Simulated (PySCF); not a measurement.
**Cl$_{3}$HOSi, SMILES `O[Si](Cl)(Cl)Cl`: what the electrons do**

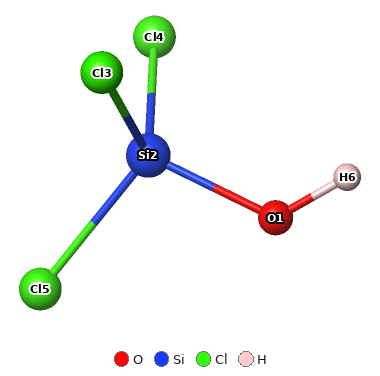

The molecule, with its atoms numbered as below. No frequency check shows the geometry to be a minimum.

Cartesian coordinates (Å):

```
O1      -0.1659    0.0038   -1.8336
Si2     -0.0188    0.0006   -0.2227
Cl3      0.9612   -1.6556    0.3805
Cl4      1.0015    1.6313    0.3821
Cl5     -1.9025    0.0221    0.4276
H6       0.5656   -0.0035   -2.4484
```

### 1. Bonding charge

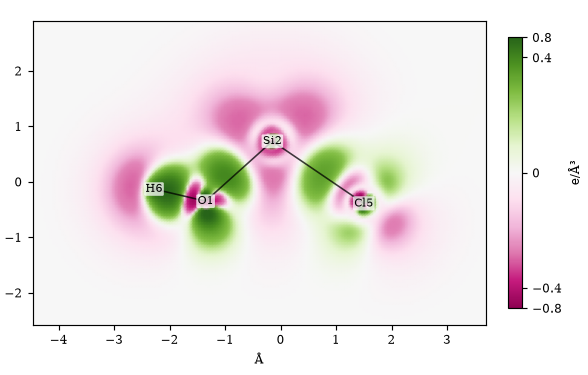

Deformation density (molecule less spherical, spin-averaged free atoms) in the plane of O1, Si2, Cl5 and H6; colour scale in e/Å³, logarithmic beyond ±0.1; green: gain, pink: loss.

PySCF calculation, B3LYP/def2-SVPD, gas phase; geometry: GFN2-xTB.

Q: Describe the bonding that the map shows.

A: O1–H6: +0.77 e/Å³ at the bond critical point (bond length 0.96 Å). Si2–Cl5: +0.07 e/Å³ at the bond critical point (bond length 1.99 Å); up to 0.6 Å beside the axis the gain reaches +0.21 e/Å³. O1–Si2: +0.06 e/Å³ at the bond critical point (bond length 1.62 Å); up to 0.6 Å beside the axis the gain reaches +0.36 e/Å³. In all, 1.4 electrons gather in the regions of gain relative to the promolecule. A small or negative value marks a very polar bond, one between electron-rich atoms, whose free-atom densities already overlap strongly, a long bond to a heavier atom, or a closed-shell contact such as a hydrogen bond.

Q: Where do the Hirshfeld charges lie?

A: The highest Hirshfeld charge is on Si2 (+0.41 e), the lowest on O1 (−0.30 e).

```
atom  charge (e)
  O1       −0.30
 Si2       +0.41
 Cl3       −0.11
 Cl4       −0.11
 Cl5       −0.08
  H6       +0.18
```

### 2. Bond critical points

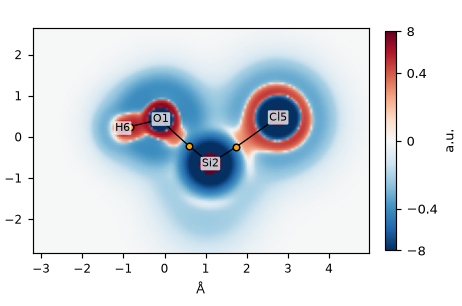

Negative Laplacian of the density (−∇²ρ) in the plane of O1, Si2, Cl5 and H6 (red positive, blue negative, colour scale in a.u., logarithmic beyond ±0.04), with bond paths and bond critical points (dots).

Q: At which bond critical points in this plane is charge locally concentrated, and at which depleted?

A: Concentrated (∇²ρ < 0): O1–H6 (−2.37 a.u.). Depleted (∇²ρ > 0): O1–Si2 (+1.10 a.u., H = −0.023); Si2–Cl5 (+0.36 a.u., H = −0.047).

Q: Where along O1–H6 does the critical point lie?

A: 0.78 Å from O1 and 0.18 Å from H6.

### 3. Local ionisation energy

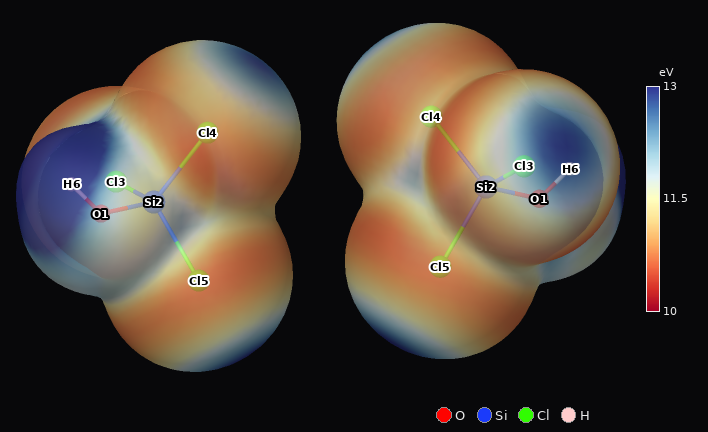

Average local ionisation energy on the surface of electron density 0.001 a.u. (back view left, front view right).

Q: Where are the most loosely bound electrons on this surface?

A: The lowest value is 10.6 eV, 2.1 Å from Cl4, and at like points elsewhere. Further minima include 10.6 eV, 2.1 Å from Cl4, and at like points elsewhere; 10.7 eV, 2.1 Å from Cl3. For comparison, the highest occupied orbital lies at −9.2 eV.

### 4. In an electric field

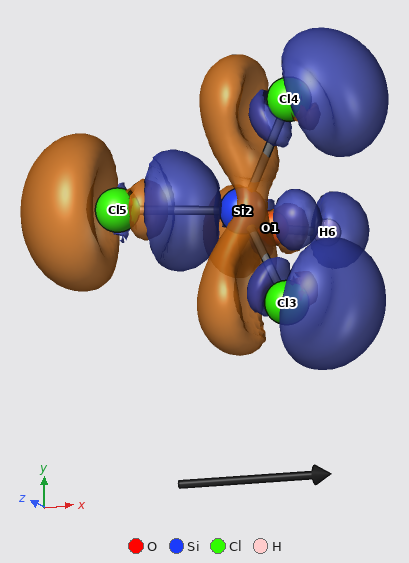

Change of the electron density in a uniform field of 0.21 V/Å along +x (arrow), surfaces at ±0.0015 e/Å³ (orange: gain, blue: loss).

Method: B3LYP/def2-SVPD; geometry: GFN2-xTB; program: PySCF.

Q: What dipole is induced, and what polarisability does it imply?

A: The induced dipole is 0.72 D (along the field); α along this axis, from the fields in both directions, is 71 bohr³ (10.5 Å³).

Q: Which atoms gain and lose the most charge?

A: Electrons gather most on Cl5 (Hirshfeld charge changes by −0.021 e) and leave Cl3 and Cl4 alike most (+0.011 e); 0.060 electrons are displaced in all.

### 5. Removing or adding an electron

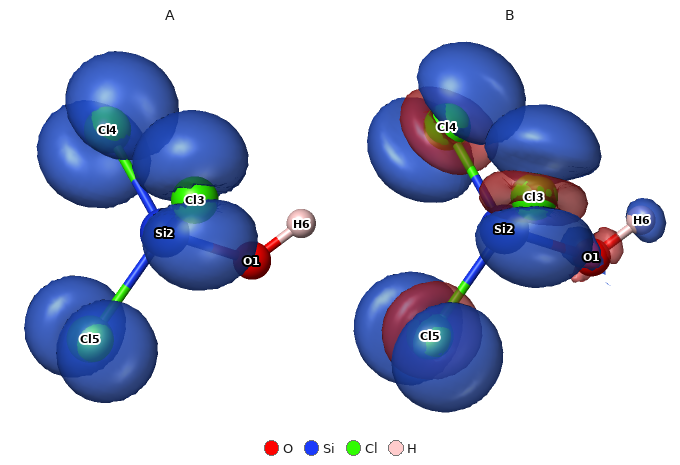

The Fukui function f⁻ from two separate SCF calculations and the density of the HOMO, at ±0.02 e/Å³ (blue positive, red negative).

Q: Which panel is which, and how good is the frozen-orbital picture?

A: B is f⁻ (it has negative regions), A the HOMO density. The HOMO lies on Cl3 and Cl4 (36 % each) and Cl5 (24 %); f⁻ (Hirshfeld-condensed) is largest on Cl3 and Cl4 (0.30 each) and Cl5 (0.29); the vertical ionisation energy is 11.41 eV (the stability of the cation's solution wasn't checked). Relaxation shifts 12 % of the electron between atoms. The orbital energy is −9.16 eV.

The PySCF runs shown took 35 s, 58 s and 110 s on 1 thread of Arm Neoverse N1, with other jobs on the host.
